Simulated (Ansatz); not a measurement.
# Si2H3OF (SMILES F[Si]O[SiH3]): r2SCAN/def2-SVPD

Aim: the electronic atomisation energy of Si2H3OF at r2SCAN/def2-SVPD, from 5 runs. 

The calculation is run with Ansatz 0.2.0.

57 further runs of the same task are left out: 57 set aside as unsound or not needed.

## Step 1: Starting point

Si2H3OF: 7 atoms, total charge 0, spin state singlet. As SMILES, `F[Si]O[SiH3]`. Geometry: relaxed at PBE0-D4/def2-TZVP. This is one conformer, not always the lowest.

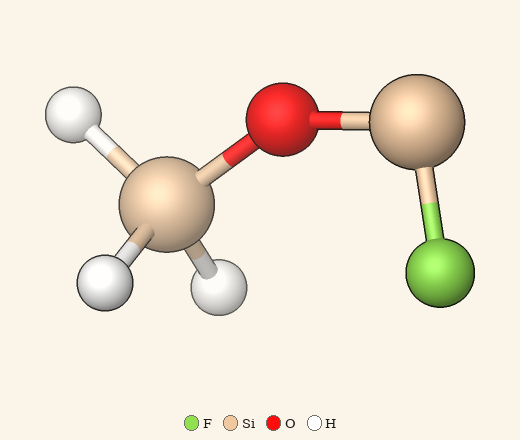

The structure, seen from a chosen angle (fluorine green, silicon light orange, oxygen red, hydrogen white).

## Step 2: The energy at r2SCAN/def2-SVPD

File input.yaml:

```yaml
crystal:
  periodic: [false, false, false]
  atoms:
    - {symbol: F, position_ang: [0.639300, -1.829500, 1.608700]}
    - {symbol: Si, position_ang: [-0.428700, -2.165500, 0.441500]}
    - {symbol: O, position_ang: [-0.538300, -0.736500, -0.334600]}
    - {symbol: Si, position_ang: [-0.025600, 0.837100, -0.406700]}
    - {symbol: H, position_ang: [-0.705100, 1.480700, -1.555500]}
    - {symbol: H, position_ang: [-0.385700, 1.537800, 0.850000]}
    - {symbol: H, position_ang: [1.444000, 0.875800, -0.603300]}
basis:
  gaussian: {orbitals: def2-SVPD}
hamiltonian: {xc: r2scan}
output: {orbitals: {seedname: orbitals}}
accuracy: high
```

Command:

```sh
$ ansatz run input.yaml --threads 1 --pin off --max-ram 3480MiB --events-out events.jsonl --progress --plain --runs-dir runs
```

The log of the run:

```text
Warning: RAYON_NUM_THREADS=1 ignored (pool sized by the plan → 1); use --threads N
Functional definition: r2SCAN
  name "r2SCAN"
  parameter k0 = 0.174
  parameter k1 = 0.065
  parameter a1 = 4.9479
  exchange = r2scan_x(k0 = k0, k1 = k1, a1 = a1)
  correlation = r2scan_c
2284 factors; integrals over basis functions are off by at most 3.8e-9 eV
mean field evaluation 1: about -20551.8401 eV, gradient 6.4e1 eV
mean field evaluation 2: about -20513.5983 eV, gradient 1.5e2 eV
mean field evaluation 4: about -20558.3354 eV, gradient 1.5e1 eV
mean field evaluation 8: about -20558.6932 eV, gradient 3.8e-1 eV
mean field evaluation 16: about -20558.6936 eV, gradient 5.8e-5 eV
mean field -20558.69355269 eV, -755.5180528783 hartree, gradient 4.5e-8 eV, S^2 0.000000; 0 other end points of the search recorded, 0 dependent functions left out
reference -20558.69355379 eV, -755.5180529186 hartree; 24, 24 occupied and 94, 94 virtual orbitals, 2284 factors
Total energy: -20558.69355379 eV, -755.5180529186 hartree
```

Run time: 17 s. Hardware: 1 thread of Arm Neoverse V2, shared host; peak memory 0.39 GiB.

## Step 3: The F atom, same level

File run.yaml:

```yaml
crystal:
  periodic: [false, false, false]
  atoms:
    - symbol: F
      position_ang: [0.000000, 0.000000, 0.000000]
basis:
  gaussian: {orbitals: def2-SVPD}
magnetization: {spin_polarized: true, initial_magnetization: 1}
hamiltonian: {xc: r2scan}
accuracy: high
```

Run the same way, it converges to -99.60884 Eh (log not shown).

## Step 4: The H atom, same level

File in.yaml:

```yaml
crystal:
  periodic: [false, false, false]
  atoms:
    - {symbol: H, position_ang: [0.000000, 0.000000, 0.000000]}
basis:
  gaussian:
    orbitals: def2-SVPD
magnetization:
  spin_polarized: true
  initial_magnetization: 1
hamiltonian:
  xc: {name: r2SCAN}
accuracy: high
```

Run the same way, it converges to -0.49921 Eh (log not shown).

## Step 5: The O atom at the same level

File job.yaml:

```yaml
crystal:
  periodic: [false, false, false]
  atoms:
    - {symbol: O, position_ang: [0.000000, 0.000000, 0.000000]}
basis:
  gaussian: {orbitals: def2-SVPD}
magnetization: {spin_polarized: true, initial_magnetization: 2}
hamiltonian: {xc: {name: r2SCAN}}
accuracy: high
```

Run the same way, it converges to -74.97041 Eh (log not shown).

## Step 6: The Si atom

File molecule.yaml:

```yaml
crystal:
  periodic: [false, false, false]
  atoms:
    - symbol: Si
      position_ang: [0.000000, 0.000000, 0.000000]
basis:
  gaussian:
    orbitals: def2-SVPD
magnetization:
  spin_polarized: true
  initial_magnetization: 2
hamiltonian:
  xc: r2scan
accuracy: high
```

Command:

```sh
$ ansatz run molecule.yaml --threads 1 --pin off --max-ram 3480MiB --events-out events.jsonl --progress --plain --runs-dir runs
```

The log of the run, cut to the lines that bear on the results:

```text
Warning: RAYON_NUM_THREADS=1 ignored (pool sized by the plan → 1); use --threads N
[... 7 set-up lines as earlier in the session ...]
196 factors; integrals over basis functions are off by at most 2.6e-9 eV
mean field evaluation 1: about -7870.6868 eV, gradient 2.4e0 eV
mean field evaluation 2: about -7870.7710 eV, gradient 6.7e-1 eV
mean field evaluation 4: about -7870.7758 eV, gradient 2.2e-1 eV
mean field evaluation 8: about -7870.7762 eV, gradient 2.8e-4 eV
mean field evaluation 16: about -7870.7762 eV, gradient 2.5e-7 eV
mean field evaluation 32: about -7870.7762 eV, gradient 3.5e-9 eV
mean field -7870.77623560 eV, -289.2456916545 hartree, gradient 3.8e-8 eV, S^2 2.008927; 2 other end points of the search recorded, 0 dependent functions left out
reference -7870.77623744 eV, -289.2456917223 hartree; 8, 6 occupied and 16, 18 virtual orbitals, 196 factors
Total energy: -7870.77623744 eV, -289.2456917223 hartree
```

It took 3.3 s on 1 thread of Arm Neoverse V2, shared host; peak memory 0.13 GiB.

## Step 7: Outcome

At r2SCAN/def2-SVPD:

| quantity | value |
| --- | --- |
| molecule: total energy | -755.51805 Eh |
| molecule: HOMO energy | -6.85 eV |
| molecule: LUMO energy | -2.52 eV |
| molecule: HOMO–LUMO gap | 4.33 eV |
| F atom: total energy | -99.60884 Eh |
| F atom: ⟨S²⟩ | 0.752 |
| H atom: total energy | -0.49921 Eh |
| H atom: ⟨S²⟩ | 0.750 |
| O atom: total energy | -74.97041 Eh |
| O atom: ⟨S²⟩ | 2.005 |
| Si atom: total energy | -289.24569 Eh |
| Si atom: ⟨S²⟩ | 2.009 |
| electronic atomisation energy | 25.845 eV |

Taking the molecule apart into free atoms costs 25.85 eV (596 kcal/mol), before zero-point energy and without spin-orbit coupling.
